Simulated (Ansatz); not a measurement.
# Run report: TiNH4ClOF2, frequency calculation

The run: frequency calculation of TiNH4ClOF2. Method and program: RKS B3LYP-D4/def2-SVP (Ansatz 0.2.0).

It belongs to a series of runs on one base structure; here: vibrations at the highest image of the band. Figures and captions count atoms from 1; the log counts them from 0 in places.

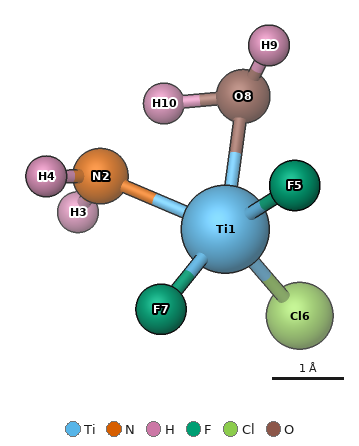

Figure 1. The input geometry (ball-and-stick view, seen at a tilt; atoms are numbered from 1 in the order of the input). Sticks mark near contacts.

### Key numbers

| quantity | value |
| --- | --- |
| outcome | converged |
| total energy | −44667.8810 eV |
| mean-field energy | −44667.4963 eV |
| largest force (length of the vector) | 0.010 eV/Å |
| hardware | 4 threads of Intel Xeon @ 2.50GHz (Skylake/Cascade Lake), 12 GiB of memory available, shared host |
| wall time | 3.4 min (CPU time 12 min) |
| peak memory | 0.38 GiB |

### Input
```yaml
crystal:
  periodic: [false, false, false]
  atoms:
    - { symbol: Ti, position_ang: [0.128194, 0.328313, 0.152739] }
    - { symbol: "N", position_ang: [-0.086423, 0.100391, 2.202488] }
    - { symbol: H, position_ang: [-1.052853, 0.237261, 2.511296] }
    - { symbol: H, position_ang: [0.21315, -0.813678, 2.54699] }
    - { symbol: F, position_ang: [1.595662, 0.317647, -0.807623] }
    - { symbol: Cl, position_ang: [-1.562285, 1.413395, -0.72482] }
    - { symbol: F, position_ang: [-0.25886, -1.365325, -0.064743] }
    - { symbol: O, position_ang: [1.044313, 1.877114, 1.212659] }
    - { symbol: H, position_ang: [1.98494, 2.061325, 1.083943] }
    - { symbol: H, position_ang: [0.725566, 1.211857, 2.075569] }
basis:
  gaussian: { orbitals: def2-SVP }
hamiltonian:
  xc: b3lyp
  dispersion: d4
phonons: {}
```

Launched with:
```bash
ansatz run input.yaml --threads 4 --pin off --max-ram 5120MiB --backend cpu --events-out ev --progress --plain --runs-dir out
```

### What the program printed
```
Engine: ansatz 0.2.0, x86_64-unknown-linux-gnu
Functional definition: B3LYP
  parameter a0 = 0.2
  parameter ax = 0.72
  parameter ac = 0.81
  exchange = (1 - a0 - ax)*slater_x + ax*b88_x + a0*exact_x
  correlation = (1 - ac)*vwn_rpa_c + ac*lyp_c
1372 factors; integrals over basis functions are off by at most 3.5e-4 eV
mean field evaluation 1: about -44652.5759 eV, gradient 8.9e1 eV
mean field evaluation 2: about -44274.1235 eV, gradient 4.3e2 eV
mean field evaluation 4: about -44663.5728 eV, gradient 4.2e1 eV
mean field evaluation 8: about -44667.4532 eV, gradient 2.5e-1 eV
mean field evaluation 16: about -44667.4960 eV, gradient 1.3e-3 eV
mean field -44667.49596837 eV, -1641.5002001216 hartree, gradient 1.6e-5 eV, S^2 0.000000; 0 other end points of the search recorded, 0 dependent functions left out
the calculation of the forces begins
reference -44667.49633676 eV, -1641.5002136595 hartree; 38, 38 occupied and 87, 87 virtual orbitals, 1372 factors
these checks for a lower state are left out or cut short: stability, starts, cluster_reference, orbital_swaps, neighbouring_geometries, increment
1372 factors; integrals over basis functions are off by at most 3.5e-4 eV
mean field -44667.49588571 eV, -1641.5001970838 hartree, gradient 2.0e-6 eV, S^2 0.000000; 0 other end points of the search recorded, 0 dependent functions left out
[... from here on the field's lines of each further geometry are left out, up to the last ...]
the calculation of the forces begins
reference -44667.49616097 eV, -1641.5002071992 hartree; 38, 38 occupied and 87, 87 virtual orbitals, 1372 factors
these checks for a lower state are left out or cut short: stability, starts, cluster_reference, orbital_swaps, neighbouring_geometries, increment
1372 factors; integrals over basis functions are off by at most 3.5e-4 eV
mean field -44667.49607643 eV, -1641.5002040924 hartree, gradient 2.2e-6 eV, S^2 0.000000; 0 other end points of the search recorded, 0 dependent functions left out
the calculation of the forces begins
reference -44667.49644482 eV, -1641.5002176305 hartree; 38, 38 occupied and 87, 87 virtual orbitals, 1372 factors
WARN: phonons: modes at or below zero, which the zero-point energy, F, S and C_V leave out: 1, the lowest at -926.97 cm⁻¹. A minimum has none, and a first-order saddle one
Total energy: -44667.88100871 eV, -1641.5143500927 hartree
Atom 0 at     0.128194     0.328313     0.152739 Å, force    -0.002434    -0.001349     0.000519 eV/Å
Atom 1 at    -0.086423     0.100391     2.202488 Å, force     0.000481    -0.005702     0.000923 eV/Å
Atom 2 at    -1.052853     0.237261     2.511296 Å, force     0.000419     0.004872    -0.001682 eV/Å
Atom 3 at     0.213150    -0.813678     2.546990 Å, force    -0.000007     0.001073    -0.000981 eV/Å
Atom 4 at     1.595662     0.317647    -0.807623 Å, force     0.001861     0.000547    -0.001737 eV/Å
Atom 5 at    -1.562285     1.413395    -0.724820 Å, force    -0.000113    -0.000891     0.000452 eV/Å
Atom 6 at    -0.258860    -1.365325    -0.064743 Å, force     0.000546     0.000900     0.000333 eV/Å
Atom 7 at     1.044313     1.877114     1.212659 Å, force     0.004527    -0.003767     0.007749 eV/Å
Atom 8 at     1.984940     2.061325     1.083943 Å, force    -0.001603     0.002486    -0.004481 eV/Å
Atom 9 at     0.725566     1.211857     2.075569 Å, force    -0.003675     0.001832    -0.001094 eV/Å
Dipole moment:     0.217648     0.042024     0.642086 e Å
Vibrations: -926.97 63.59 125.25 159.50 196.51 226.97 237.94 266.31 406.63 428.09 469.45 524.77 636.58 676.90 713.12 737.01 783.76 852.22 1429.54 1520.95 1882.66 3481.01 3571.64 3837.36 cm⁻¹, zero-point energy 1.439939 eV
```

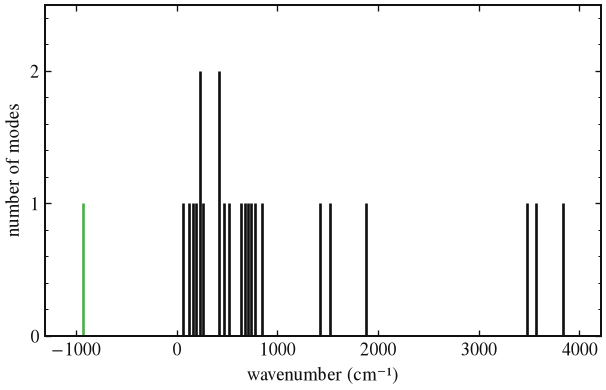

Figure 2. Harmonic vibrational wavenumbers from the force constants; neighbouring modes closer than 22 cm⁻¹ are counted in one stick, and imaginary ones are drawn at negative wavenumbers. 24 modes from 927i to 3837 cm⁻¹, 1 imaginary beyond 8i (927i cm⁻¹): a first-order saddle point, if the geometry is stationary.
